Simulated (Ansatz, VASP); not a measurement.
# Cross-check of MgS (Niningerite) between VASP and Ansatz

Aim: how closely do two programs agree when they are given the same cell, functional and k mesh? The cell is taken from a series of VASP runs on this material, whose earlier steps may have relaxed, scaled or displaced it; both programs get it as it stands. Valence electrons are named where the data sets of a main pair hold unlike numbers.

Method: plane waves, with VASP 6.6.1 beside it; band structure at HSE06 and band structure at PBE0, in Ansatz 0.2.0.

## Step 1: The structure

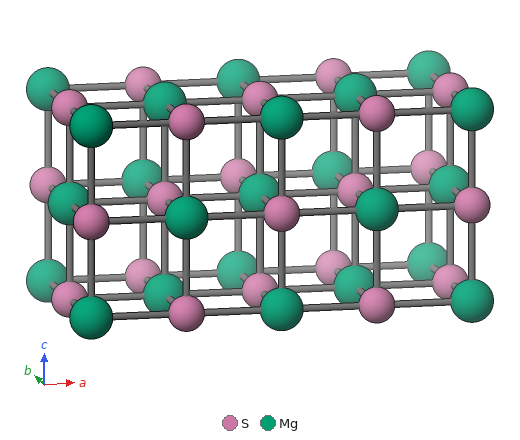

The starting structure, seen slightly off an axis (sulfur pink, magnesium teal). 2×1×1 cells are drawn. This picture shows the conventional cell, with its axes. Some periodic images of atoms are drawn too.

## Step 2: VASP: band structure, HSE06

The same path points are solved in both programs, so levels can be compared one by one.

Lines of VASP's logs that name or quote its potential files are left out, and so is its time.

The run reads the wave functions of an earlier VASP run, which isn't shown here.

INCAR reads:

```
SYSTEM = MgS
PREC = Accurate
ENCUT = 350
EDIFF = 1E-06
NELM = 100
ISMEAR = 0
SIGMA = 0.03
LREAL = .FALSE.
ALGO = Normal
LHFCALC = .TRUE.
AEXX = 0.25
GGA = PE
HFSCREEN = 0.2
LASPH = .TRUE.
NBANDS = 10
PRECFOCK = Fast
LORBIT = 11
LWAVE = .FALSE.
LCHARG = .FALSE.
KPAR = 4
```

POSCAR reads:

```
MgS
1.0
    0.0000000000      2.6016500000      2.6016500000
    2.6016500000      0.0000000000      2.6016500000
    2.6016500000      2.6016500000      0.0000000000
S Mg
1 1
Direct
    0.5000000000      0.5000000000      0.5000000000
    0.0000000000      0.0000000000      0.0000000000
```

KPOINTS reads:

```
Automatic mesh
0
Gamma
5 5 5
0 0 0
```

KPOINTS_OPT reads:

```
Line mode
10
Line-mode
Reciprocal
  0.00000000   0.00000000   0.00000000 GAMMA
  0.50000000   0.00000000   0.50000000 X

  0.50000000   0.00000000   0.50000000 X
  0.50000000   0.25000000   0.75000000 W

  0.50000000   0.25000000   0.75000000 W
  0.37500000   0.37500000   0.75000000 K

  0.37500000   0.37500000   0.75000000 K
  0.00000000   0.00000000   0.00000000 GAMMA

  0.00000000   0.00000000   0.00000000 GAMMA
  0.50000000   0.50000000   0.50000000 L

  0.50000000   0.50000000   0.50000000 L
  0.62500000   0.25000000   0.62500000 U

  0.62500000   0.25000000   0.62500000 U
  0.50000000   0.25000000   0.75000000 W

  0.50000000   0.25000000   0.75000000 W
  0.50000000   0.50000000   0.50000000 L

  0.50000000   0.50000000   0.50000000 L
  0.37500000   0.37500000   0.75000000 K

  0.62500000   0.25000000   0.62500000 U
  0.50000000   0.00000000   0.50000000 X
```

The projector-augmented-wave data sets are S and Mg (PBE family, release 64).

Command:

```sh
mpirun -np 4 vasp_std
```

Numbers of over 12 decimals in the logs are rounded to 6 here.

What it wrote:

```text
[banner, memory and clock lines left out]
running    4 mpi-ranks, on    1 nodes
 distrk:  each k-point on    1 cores,    4 groups
 distr:  one band on    1 cores,    1 groups

 POSCAR found type information on POSCAR S Mg
 POSCAR found :  2 types and       2 ions
 LDA part: xc-table for (Slater+PW92), standard interpolation
 found WAVECAR, reading the header
 POSCAR, INCAR and KPOINTS ok, starting setup
 FFT: planning ... GRIDC
 FFT: planning ... GRID_SOFT
 FFT: planning ... GRID
 reading WAVECAR
 the WAVECAR file was read successfully
 initial charge from wavefunction
 entering main loop
       N       E                     dE             d eps       ncg     rms          rms(c)
DAV:   1    -0.989939744364E+01   -0.98994E+01   -0.63015E-01   202   0.493E+00    0.230E+00
DAV:   2    -0.990157300479E+01   -0.21756E-02   -0.93786E-03   264   0.732E-01    0.173E+00
DAV:   3    -0.989983350898E+01    0.17395E-02   -0.15099E-03   204   0.191E-01    0.105E+00
DAV:   4    -0.989936683246E+01    0.46668E-03   -0.53181E-04   214   0.115E-01    0.618E-01
DAV:   5    -0.989921182540E+01    0.15501E-03   -0.82157E-05   224   0.520E-02    0.352E-01
DAV:   6    -0.989915103896E+01    0.60786E-04   -0.15786E-05   228   0.272E-02    0.193E-01
DAV:   7    -0.989912758490E+01    0.23454E-04   -0.65305E-06   240   0.190E-02    0.102E-01
DAV:   8    -0.989911889074E+01    0.86942E-05   -0.24359E-06   226   0.115E-02    0.526E-02
DAV:   9    -0.989911560904E+01    0.32817E-05   -0.88216E-07   152   0.700E-03    0.273E-02
DAV:  10    -0.989911430508E+01    0.13040E-05   -0.39567E-07   100   0.508E-03    0.136E-02
DAV:  11    -0.989911376902E+01    0.53606E-06   -0.15449E-07   102   0.326E-03
   1 F= -.98991138E+01 E0= -.98991138E+01  d E =-.626731E-12
 Start KPOINTS_OPT (optional k-point list driver)
k-point batch [1-10\100]
       N       E                     dE             ncg
DAV:   1     0.207895473269E+03   -0.13353E+04      200
DAV:   2    -0.842985047538E+02   -0.29219E+03      262
DAV:   3    -0.106956691443E+03   -0.22658E+02      254
DAV:   4    -0.107223760481E+03   -0.26707E+00      250
DAV:   5    -0.107225520455E+03   -0.17600E-02      252
DAV:   6    -0.107225529995E+03   -0.95396E-05      260
DAV:   7    -0.107225530088E+03   -0.92928E-07      220
[...]
k-point batch [91-100\100]
       N       E                     dE             ncg
DAV:   1     0.780403312989E+02   -0.27728E+04      208
DAV:   2    -0.157553705163E+03   -0.23559E+03      282
DAV:   3    -0.170523982517E+03   -0.12970E+02      266
DAV:   4    -0.170666689835E+03   -0.14271E+00      290
DAV:   5    -0.170667394193E+03   -0.70436E-03      302
DAV:   6    -0.170667397672E+03   -0.34790E-05      282
DAV:   7    -0.170667397683E+03   -0.10824E-07      266
```

Parts of OUTCAR (step 2):

```text
ion  position               nearest neighbor table
   1  0.500  0.500  0.500-   2 2.60   2 2.60   2 2.60   2 2.60   2 2.60   2 2.60
   2  0.000  0.000  0.000-   1 2.60   1 2.60   1 2.60   1 2.60   1 2.60   1 2.60

  LATTYP: Found a face centered cubic cell.
 ALAT       =     5.2033000000

 Subroutine GETGRP returns: Found 48 space group operations
 (whereof 48 operations were pure point group operations)

The static configuration has the point symmetry O_h .

 Found     10 irreducible k-points:

   k-points           NKPTS =     10   k-points in BZ     NKDIM =    125   number of bands    NBANDS=     10

   dimension x,y,z NGX =    24 NGY =   24 NGZ =   24
   dimension x,y,z NGXF=    48 NGYF=   48 NGZF=   48

   ENCUT  =  350.0 eV  25.72 Ry    5.07 a.u.   5.61  5.61  5.61*2*pi/ulx,y,z

   NELECT =       8.0000    total number of electrons

 k-points in reciprocal lattice and weights: Automatic mesh
   0.00000000  0.00000000  0.00000000       0.008
   0.20000000  0.00000000  0.00000000       0.064
   0.40000000  0.00000000  0.00000000       0.064
   0.20000000  0.20000000  0.00000000       0.048
   0.40000000  0.20000000  0.00000000       0.192
  -0.40000000  0.20000000  0.00000000       0.192
  -0.20000000  0.20000000  0.00000000       0.096
   0.40000000  0.40000000  0.00000000       0.048
  -0.40000000  0.40000000  0.00000000       0.096
  -0.40000000  0.40000000  0.20000000       0.192

  exchange ACFDT corr.  =         0.00000000  see jH, gK, PRB 81, 115126

 average (electrostatic) potential at core
       1 -82.5381       2 -32.6675

 E-fermi :   3.1902

 k-point     1 :       0.0000    0.0000    0.0000
  band No.  band energies     occupation
      1     -10.9114      2.00000
      2       3.0550      2.00000
      3       3.0550      2.00000
      4       3.0550      2.00000
      5       7.8731      0.00000
      6      12.1825      0.00000
      7      12.1825      0.00000
      8      12.1825      0.00000
      9      14.7709      0.00000
    ...

 k-point     2 :       0.2000    0.0000    0.0000
  band No.  band energies     occupation
      1     -10.5030      2.00000
      2       0.8027      2.00000
      3       2.8064      2.00000
      4       2.8064      2.00000
      5       9.1077      0.00000
      6      12.1005      0.00000
      7      12.3734      0.00000
      8      12.3734      0.00000
      9      14.1698      0.00000
    ...

 k-point     3 :       0.4000    0.0000    0.0000
  band No.  band energies     occupation
      1      -9.6597      2.00000
      2      -1.7987      2.00000
      3       2.4624      2.00000
      4       2.4624      2.00000
      5       8.7319      0.00000
      6      11.2969      0.00000
      7      11.2969      0.00000
      8      14.4943      0.00000
      9      16.0844      0.00000
    ...

  energy-cutoff  :      350.00
  volume of cell :       35.22
      direct lattice vectors                 reciprocal lattice vectors
     0.000000000  2.601650000  2.601650000    -0.192185728  0.192185728  0.192185728
     2.601650000  0.000000000  2.601650000     0.192185728 -0.192185728  0.192185728
     2.601650000  2.601650000  0.000000000     0.192185728  0.192185728 -0.192185728

 POSITION                                       TOTAL-FORCE (eV/Angst)
 -----------------------------------------------------------------------------------
      2.60165      2.60165      2.60165        -0.000000      0.000000      0.000000
      0.00000      0.00000      0.00000         0.000000     -0.000000     -0.000000
 -----------------------------------------------------------------------------------
    total drift:                               -0.000189      0.000390      0.001184

  FREE ENERGIE OF THE ION-ELECTRON SYSTEM (eV)
  ---------------------------------------------------
  free  energy   TOTEN  =        -9.8991137690 eV

  energy  without entropy=       -9.8991137690  energy(sigma->0) =       -9.89911377

 total charge
# of ion       s       p       d       tot
------------------------------------------
    1        1.306   2.522   0.000   3.828
    2        0.131   0.127   0.039   0.297
--------------------------------------------------
tot          1.437   2.649   0.039   4.125

[... 3 further parts left out ...]
```

The k-mesh is coarse for exact exchange; levels may shift by about 0.1 eV on a finer one. The PAW data sets were made with PBE, which is usual practice but a small mismatch for other functionals.

## Step 3: Ansatz: band structure, HSE06

Ansatz runs on its default PAW (the set named soft_2) files.

The same cell, functional, mesh and smearing now go to Ansatz, which takes its cutoff from its data sets.

input.yaml reads:

```yaml
crystal:
  lattice:
    - [0.0, 2.60165, 2.60165]
    - [2.60165, 0.0, 2.60165]
    - [2.60165, 2.60165, 0.0]
  atoms:
    - { symbol: S, position: [0.5, 0.5, 0.5] }
    - { symbol: Mg, position: [0.0, 0.0, 0.0] }
hamiltonian:
  xc: { exchange: pbe, correlation: pbe, exx: { coeff: 0.25, omega: 0.2 } }
  pseudopotentials: { kind: paw }
kpoints:
  mp_grid: { grid: [5, 5, 5] }
  band_path:
    path:
      - [0.0, 0.0, 0.0]
      - [0.5, 0.0, 0.5]
      - [0.5, 0.22222, 0.72222]
      - [0.40278, 0.34722, 0.75]
      - [0.125, 0.125, 0.25]
      - [0.27778, 0.27778, 0.27778]
      - [0.55556, 0.38889, 0.55556]
      - [0.58333, 0.25, 0.66667]
      - [0.5, 0.30556, 0.69444]
      - [0.48611, 0.48611, 0.52778]
      - [0.625, 0.25, 0.625]
      - [0.5, 0.0, 0.5]
    npoints: 1
scf:
  occupations: { method: gaussian, width: 0.03 }
  n_extra_bands: 7
output:
  forces: true
  stress: true
  eigenvalues: true
```

Command:

```sh
ansatz run input.yaml --threads 4 --pin off --max-ram 9216MiB --backend cpu --events-out ev --progress --plain --runs-dir out
```

What it wrote:

```text
Warning: output.stress: scf.convergence.dr2_threshold = 1e-7 eV (the SCF's general default) is looser than the 2e-10 eV advised for a printed stress (1e-10 eV for each atom of the cell: 2). What an SCF threshold leaves in a stress goes as its square root, and in the free energy as the threshold itself, and one threshold admits the most on a small cell: [figures from the program's tests cut] Set scf.convergence.dr2_threshold to 2e-10 eV or tighter. The threshold is an SCF's pass mark: one that does not reach it within its budget of iterations ends unconverged, or closes short of it on a stop that the run arms, and scf.convergence.dr2_threshold's page says what that costs each kind of run
Warning: output.stress: scf.exx.energy_threshold = 1e-6 eV is looser than the 2e-8 eV advised for a stress under a hybrid functional (1e-8 eV for each atom of the cell: 2). Every SCF of the exchange loop can meet its threshold on dr2 while the loop round them stops early: no threshold on dr2 bounds what that leaves in the stress. Set scf.exx.energy_threshold to 2e-8 eV or tighter. The threshold is the loop's pass mark: a loop that does not reach it within its budget of cycles ends unconverged, and scf.exx.energy_threshold's page has the law
scf.n_extra_bands = 7 over 8 filled bands (N_el = 16.0): the run solves 15 bands
Engine: ansatz 0.2.0, aarch64-unknown-linux-gnu
Pseudopotentials: kind: paw
Pseudopotential: S, paw, valence charge 6, recommended cutoff 420 eV (normal), S.paw.azcp
Pseudopotential: Mg, paw, valence charge 10, recommended cutoff 420 eV (normal), Mg.paw.azcp
Functional definition: unnamed
  parameter a_1 = 0.25
  parameter omega_1 = 0.2/angstrom
  exchange = pbe_x + (-a_1)*pbe_x_sr(omega_1) + a_1*exact_x_sr(omega_1)
  correlation = pbe_c
Crystal: 2 atoms, lattice volume = 35.219 Å³
Basis set: ecut = 420 eV, 701 PW (Γ), exchange–correlation on 50×50×50 points (8 copies of the dense FFT grid, shifted against one another)
Bands: 15, of which v1, the nominal top of the filled ones, is band 8 counted from 1 (7 counted from 0)
Symmetry: 48 space group operations
Space group: Fm-3m (ITA 225), of the structure as read, at distance tolerance 3.3e-5 Å
k-points: 10 of 125
Non-local potential: S, projectors of the file, l = 0: 2, l = 1: 2, l = 2: 2
Non-local potential: Mg, projectors of the file, l = 0: 3, l = 1: 2, l = 2: 1
PAW form: soft (Blöchl's): semilocal exchange-correlation on the pseudo side does not see the compensation charge
PAW frozen core: S, regenerated for the run's functional, and the local potential with it (the file was generated under x = pbe(κ = 0.804, μ = 0.219515), c = pbe(β = 0.066725))
PAW frozen core: Mg, regenerated for the run's functional, and the local potential with it (the file was generated under x = pbe(κ = 0.804, μ = 0.219515), c = pbe(β = 0.066725))
PAW one-centre angular grid: S, 110 points (default); XC on 64 Gauss nodes
PAW one-centre angular grid: Mg, 110 points (default); XC on 96 Gauss nodes
Initial density: superposition of atomic densities (neutral atoms: chi_scale 0, normalization atom), corrected by the library's trained network
Initial wavefunctions: pseudopotential atomic-orbital guess
Functional: x = pbe(κ = 0.804, μ = 0.219515), c = pbe(β = 0.066725), warm-up for x = pbe(κ = 0.804, μ = 0.219515) + 0.25 (exact − pbe) at short range (hse, ω = 0.2 Å⁻¹), c = pbe(β = 0.066725)
SCF iter   1: F=—  HF=-2828.732902 eV  |F-HF|=—  |Δ(HF+E_count)|=         —  Δρ=5.44e-4  dr2=1.40e-4  ethr=1.77e-3  ⟨swp⟩=2.7  Hψ=1055  notcnv=0
preconditioner: auto → none  [insulator: Δε(μ)=3.184 eV  Ē_g=14.254 eV  σ=0.030 eV  W_gap=1.00  n_scr=8 (ndim 8)  ℏωp=17.7 eV  f_vac=0.000  D(μ)=0.00/eV (n_scr^D=0)]
iter 2 solved again at ethr=1.87e-8 eV; its pass at ethr=8.75e-7 eV (dr2=2.99e-6 eV) is discarded
SCF iter   2: F=-2828.732708 eV  HF=-2828.732679 eV  |F-HF|=2.88e-5  |Δ(HF+E_count)|=   2.24e-4  Δρ=1.37e-4  dr2=2.98e-6  ethr=1.87e-8  ⟨swp⟩=2.8  Hψ=560  notcnv=0  defer=1
SCF 1 stopped early in 2 iterations: F = -2828.732708 eV  dr2 = 2.98e-6
  greatest PAW one-centre occupation: 1.000 electrons in one spin orbital (limit 2), on the Mg atom at site 1 (counted from 0), in its partial waves of l = 0
Initial density: handed on by an earlier stage of this run
Initial wavefunctions: those handed on with the density
Functional: x = pbe(κ = 0.804, μ = 0.219515) + 0.25 (exact − pbe) at short range (hse, ω = 0.2 Å⁻¹), c = pbe(β = 0.066725)
Exchange kernel: α = 0.2500, screened, ω = 0.2000 Å⁻¹, Wigner–Seitz truncation, v(0) = 1121.0294 eV·Å³, q-mesh 5×5×5, nearest image of the exchange supercell L = 18.40 Å, pair-density grid 15×15×15, without the augmentation charges, whose exchange is taken in its separable form by FFT convolution over the k-point mesh (sized by the pseudopotential files, 24×24×24 at the most), smooth part of the exact exchange by density-matrix convolution
Frozen-core exchange: fock
SCF iter   1: F=—  HF=-2829.764833 eV  |F-HF|=—  |Δ(HF+E_count)|=         —  Δρ=4.03e-3  dr2=2.79e-3  ethr=1.86e-7  ⟨swp⟩=7.8  Hψ=790  notcnv=0
preconditioner: auto → none  [insulator: Δε(μ)=4.228 eV  Ē_g=16.047 eV  σ=0.030 eV  W_gap=1.00  n_scr=8 (ndim 8)  ℏωp=17.7 eV  f_vac=0.000  D(μ)=0.00/eV (n_scr^D=0)]
SCF iter   2: F=—  HF=-2829.763237 eV  |F-HF|=—  |Δ(HF+E_count)|=   1.60e-3  Δρ=1.53e-3  dr2=7.09e-4  ethr=1.86e-7  ⟨swp⟩=4.0  Hψ=343  notcnv=0
SCF iter   3: F=—  HF=-2829.763067 eV  |F-HF|=—  |Δ(HF+E_count)|=   1.70e-4  Δρ=1.89e-4  dr2=2.11e-4  ethr=1.86e-7  ⟨swp⟩=3.0  Hψ=310  notcnv=0
SCF iter   4: F=—  HF=-2829.765159 eV  |F-HF|=—  |Δ(HF+E_count)|=   2.09e-3  Δρ=3.40e-4  dr2=3.13e-5  ethr=4.80e-8  ⟨swp⟩=4.0  Hψ=442  notcnv=0
SCF iter   5: F=—  HF=-2829.765147 eV  |F-HF|=—  |Δ(HF+E_count)|=   1.26e-5  Δρ=5.05e-5  dr2=2.54e-6  ethr=4.80e-8  ⟨swp⟩=3.0  Hψ=313  notcnv=0
SCF iter   6: F=-2829.765164 eV  HF=-2829.765163 eV  |F-HF|=9.58e-7  |Δ(HF+E_count)|=   1.61e-5  Δρ=3.53e-5  dr2=4.28e-7  ethr=4.65e-9  ⟨swp⟩=3.3  Hψ=372  notcnv=0
SCF 2 stopped early in 6 iterations: F = -2829.765164 eV  dr2 = 4.28e-7
hybrid outer 1: dexx = +2.265e-3 eV, tail = 2.11e-5 eV
Exchange kernel: α = 0.2500, screened, ω = 0.2000 Å⁻¹, Wigner–Seitz truncation, v(0) = 1121.0294 eV·Å³, q-mesh 5×5×5, nearest image of the exchange supercell L = 18.40 Å, pair-density grid 15×15×15, without the augmentation charges, whose exchange is taken in its separable form by FFT convolution over the k-point mesh (sized by the pseudopotential files, 24×24×24 at the most), smooth part of the exact exchange by density-matrix convolution
Frozen-core exchange: fock
SCF iter   1: F=—  HF=-2829.765115 eV  |F-HF|=—  |Δ(HF+E_count)|=         —  Δρ=3.02e-5  dr2=3.41e-7  ethr=6.60e-7  ⟨swp⟩=3.0  Hψ=312  notcnv=0
preconditioner: auto → none  [insulator: Δε(μ)=4.260 eV  Ē_g=16.054 eV  σ=0.030 eV  W_gap=1.00  n_scr=8 (ndim 8)  ℏωp=17.7 eV  f_vac=0.000  D(μ)=0.00/eV (n_scr^D=0)]
SCF iter   2: F=—  HF=-2829.765115 eV  |F-HF|=—  |Δ(HF+E_count)|=   1.28e-7  Δρ=8.16e-6  dr2=2.02e-8  ethr=2.01e-9  ⟨swp⟩=3.5  Hψ=315  notcnv=0
SCF iter   3: F=-2829.765115 eV  HF=-2829.765115 eV  |F-HF|=3.32e-9  |Δ(HF+E_count)|=   7.74e-8  Δρ=3.22e-6  dr2=2.30e-9  ethr=4.80e-11  ⟨swp⟩=4.3  Hψ=421  notcnv=0  defer=1
SCF 3 converged in 3 iterations: F = -2829.765115 eV  dr2 = 2.30e-9
  Residual-converged pass: ⟨swp⟩=2.0  Hψ=212  notcnv=0  max |occ|·‖R‖ = 2.2e-6 eV (tolerance 2.4e-6 eV)  dr2=2.30e-9  dr2_onsite=1.91e-9  max |Δocc| = 0.0e0
hybrid outer 2: dexx = +7.003e-8 eV, tail = 1.55e-8 eV, Δε = 1.87e-3 eV (about 1.05e-4 eV left of the loop's levels)
NSCF: frozen V_eff on 12 k-points
hybrid SCF converged: 2 outer / 9 inner (+2 warm-up), last move |dexx| = 7.00e-8 eV, tail = 1.55e-8 eV
Stability not checked: this state was not tested for a lower state beside it, because the functional holds exact exchange (a hybrid, or Hartree-Fock), whose exchange loop this test does not read (fock_operator; see scf.lower_state_search)
Free energy (F): -2829.765115 eV
Frozen-core exchange: fock
Harris-Foulkes:  -2829.765115 eV  (|F-HF|=3.32e-9)
Internal energy: -2829.765115 eV  (E = F + TS)
E sigma→0 (E₀):  -2829.765115 eV
Fermi energy:    7.850161 eV
--- Per-component energies (eV) ---
  E_band       = -374.306938
  E_kinetic    = 185.212969
  E_local      = -1665.754018  (includes V_loc(G=0)·N_el)
  E_nonlocal   = 122.631173
  E_hartree    = 593.430877
  E_xc         = -102.935256
  E_vxc        = -102.221530  (∫ρ·V_xc dr)
  E_exx        = -63.231058  (= α·E_x^exact, valence–valence)
  E_paw        = -855.251491  (= ΣΔE_a)
  E_vpaw       = 25.423240  (= ΣTr[D̂ρ^β])
  E_aug_tail   = -0.000002  (compensation charges beyond the density's cutoff)
  E_ewald      = -1043.740020
  E_core_change = -0.128290  (= ΣΔE_core)
  E_smearing   = -0.000000  (= −TS)
  E_closure    = 0.000000  (closes the sum)
  Σ components = -2829.765115   (vs F -2829.765115, Δ=0.00e0)
--- Forces (eV/Å), atoms counted from 1 ---
  atom   1  S      0.00000000    -0.00000000     0.00000000
  atom   2  Mg    -0.00000000     0.00000000    -0.00000000
  max |Σ_I F_I| component: 3.09e-30 eV/Å
--- Stress (GPa, compression-positive) ---
       -0.351764      -0.000000      -0.000000
       -0.000000      -0.351764       0.000000
       -0.000000       0.000000      -0.351764
  P = ⅓ Tr σ = -0.3518 GPa (-3.518 kbar)
--- Band table (eV; the first three rows and the last of 10) ---
  k-point 0: bands = [... 4 lower, -8.2434, 5.7208, 5.7208, 5.7208, 10.5700, 14.8301, 14.8301, 14.8301, ... 3 higher]
  k-point 1: bands = [... 4 lower, -7.8325, 3.4731, 5.4712, 5.4712, 11.7940, 14.7652, 15.0328, 15.0328, ... 3 higher]
  k-point 2: bands = [... 4 lower, -6.9846, 0.8726, 5.1258, 5.1258, 11.4069, 13.9771, 13.9771, 17.2159, ... 3 higher]
  k-point 9: bands = [... 4 lower, -6.4905, 1.6649, 2.7834, 3.8265, 12.0223, 13.8514, 14.4563, 16.9598, ... 3 higher]
```

Elapsed: 13 s, on 4 threads of Arm Neoverse V1, shared host; peak memory 0.58 GiB.

In the SCF lines HF is the Harris–Foulkes energy and dr2 the Hartree energy of the density residual, in eV; the loop may stop once dr2 is under the threshold and the program's other checks hold. Hψ counts applications of the Hamiltonian.

[end of part 1 of 2]

[Lines on the potential files, build, host, timing and source positions are cut from VASP's logs without a mark.]

[Logs are printed without paths, hosts, clocks, repeated set-up lines and the standing remarks that a program may print on its own settings, such as how far it seeks lower states.]

[Hosts, paths, dates, database ids (printed as entryN), source tags and the programs' standing remarks are cut or masked in the printed files.]
